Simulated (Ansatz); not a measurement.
Breaking a bond: LiNa, singlet.

Computed with: RCCSD = Ansatz (an electronic-structure program) with CCSD on RHF/cc-pVDZ, frozen core; UCCSD = CCSD on UHF/cc-pVDZ, frozen core (Ansatz); UCCSD(T) = CCSD(T) on UHF/cc-pVDZ, frozen core (Ansatz); RHF/cc-pVDZ (Ansatz); UMP2 = MP2 on UHF/cc-pVDZ, frozen core in Ansatz.

Energies are in mEh, each relative to the lowest point of its own curve near equilibrium.

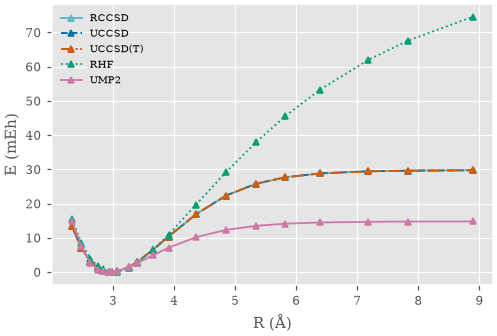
Figure: Energy against bond length for each method.

```tsv
R / Å	RCCSD	UCCSD	UCCSD(T)	RHF	UMP2
2.33	13.3	13.3	13.3	15.4	14.8
2.48	7.1	7.1	7.1	8.5	7.6
2.63	3.1	3.1	3.1	4.0	2.6
2.75	1.2	1.2	1.2	1.7	0.7
2.83	0.5	0.4	0.4	0.8	0.2
2.93	0.0	0.0	0.0	0.1	0.0
2.99	0.0	0.0	0.0	0.0	0.1
3.07	0.2	0.2	0.2	0.1	0.3
3.26	1.5	1.5	1.5	1.2	1.5
3.40	3.0	3.0	3.0	2.7	2.6
3.65	6.4	6.4	6.4	6.4	4.9
3.91	10.4	10.4	10.4	11.0	7.1
4.36	16.9	16.9	16.9	19.7	10.2
4.85	22.3	22.4	22.4	29.2	12.3
5.34	25.8	25.8	25.8	37.9	13.5
5.82	27.7	27.7	27.7	45.5	14.1
6.39	28.8	28.8	28.8	53.3	14.5
7.18	29.5	29.4	29.4	62.0	14.7
7.83	29.7	29.6	29.6	67.6	14.8
8.89	29.8	29.7	29.7	74.6	14.8
```

With two correlated electrons CCSD is exact in the basis where it finds the lowest root (RCCSD, UCCSD, UCCSD(T)). The unrestricted determinant behind UCCSD, UCCSD(T), UMP2 is spin-contaminated at 2.33 to 8.89 Å (<S²> up to 1.0, against 0.00 for a pure singlet). The restricted form behind RHF keeps the bonding electrons paired and can't separate into open-shell fragments.
